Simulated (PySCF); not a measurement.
**S2H2: structure of the singlet**

Aim: relax S2H2 as a singlet from a trigonal planar start, check by its vibrations whether the end is a minimum, and collect its spectrum and constants.

The runs use PySCF 2.14.0; PBE0, basis S def2-TZVP, H def2-TZVP, no relativity, density fitting.

### Step 1. Starting geometry

4 atoms, charge 0, spin multiplicity 1.

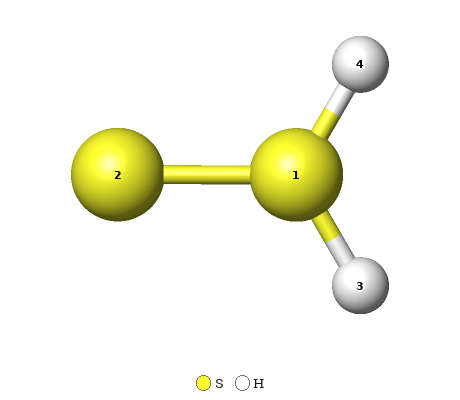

Start geometry, drawn with sulfur yellow, hydrogen white; atoms are numbered from 1 in the order of the file.

Z-matrix (Å, degrees; charge 0 multiplicity 1):
```
S
S  1 1.8800
H  1 1.3500 2 120.00
H  1 1.3500 2 120.00 3 180.00
```

### Step 2. Relaxing the singlet from the trigonal planar start

The steps below are one call of a driver around PySCF. For each, scf.py gives the equivalent set-up of the SCF; relaxations use the driver's own optimiser. Before each start the driver seeks the lowest SCF state from one or more starting densities and follows internal instabilities, so scf.py alone need not reach the same state.

The program finds C2v symmetry in the start, which this walk keeps. The walk stops when the largest gradient is under 0.0003 Eh/bohr and the energy has settled too.

scf.py reads:

```python
from pyscf import gto, scf, dft
mol = gto.M(atom='''
S      0.445304     0.771322     0.000000
S     -0.494654    -0.856802    -0.000000
H      1.795289     0.771338     0.000000
H     -0.229717     1.940427     0.000000''',
    basis={'S': 'def2-TZVP', 'H': 'def2-TZVP'},
    charge=0, spin=0)
mf = dft.RKS(mol, xc='PBE0')
mf.grids.atom_grid = (50, 194)
aux = {'S': 'def2-universal-JKFIT', 'H': 'def2-universal-JKFIT'}
mf = mf.density_fit(auxbasis=aux)
mf.kernel()
```

The runs that follow: Frequencies; Following the imaginary mode; Hessian and properties.

**Question.** What will these runs give? Wanted: minimum; geometry; wavenumbers; dipole moment; highest occupied, lowest empty level; polar-tensor charge of S1; zero-point energy; atomisation energy.

**Answer**, as computed:

| quantity | value |
| --- | --- |
| minimum | singlet, Cs |
| geometry | S–H 1.367 Å (×2), S–S 1.961 Å; H–S–H 89.3°, H–S–S 108.6° (×2) |
| wavenumbers (cm⁻¹) | 591 (a'), 838 (a''), 875 (a'), 1225 (a'), 2468 (a''), 2478 (a') |
| dipole moment | 3.87 D |
| highest occupied, lowest empty level | -6.32, -0.56 eV |
| polar-tensor charge of S1 | +0.55 e |
| zero-point energy | 50.7 kJ/mol |
| entropy at 298.15 K | 253.0 J/(mol K) |
| atomisation energy (no zero-point energy) | 893 kJ/mol |

In words: From C2v at the start the molecule goes to a Cs minimum, after a stop at a saddle point 106.1 kJ/mol higher, from which it was pushed off along an imaginary mode. In the infrared the band at 2478 cm⁻¹ (a', stretch) leads. Only this shape and spin were tried, so other structures or states may lie lower.
